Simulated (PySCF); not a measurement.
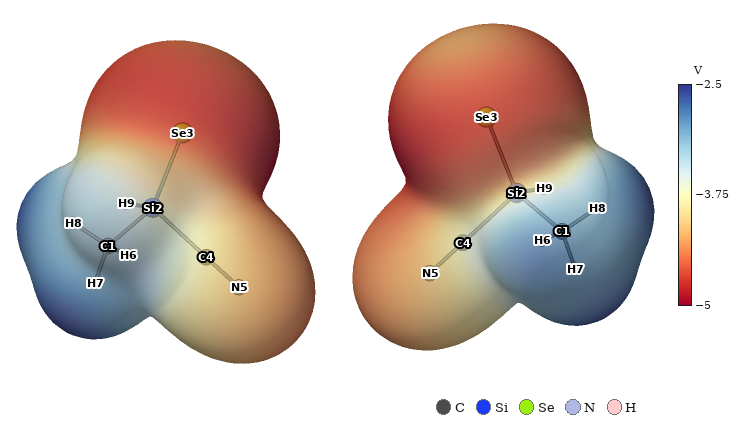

Figure 1: C2H4NSeSi, charge −1, SMILES `C[SiH]([Se-])C#N`. Electrostatic potential on the surface of electron density 0.001 a.u. (back view left, front view right).

Method: BLYP/def2-SVPD; geometry: GFN2-xTB; program: PySCF. No frequency check shows the geometry to be a minimum. GFN2-xTB bond lengths at metals and heavier atoms can be off by up to 0.1 Å and shapes distorted, which carries into these values.

Question: Where are the extremes of the potential on the surface?

Answer: Highest: −2.52 V, 1.4 Å from H7. Further maxima include −4.18 V, 2.3 Å from Se3. Lowest: −4.97 V, 2.5 Å from Se3. The surface is sampled at points, so like sites can differ by a few per cent and only the strongest of them is named.

Question: What volume does the surface enclose?

Answer: About 157 Å³.

Run time: 24 s on 1 thread of Arm Neoverse V2, with other jobs on the host, peak memory 0.57 GiB.
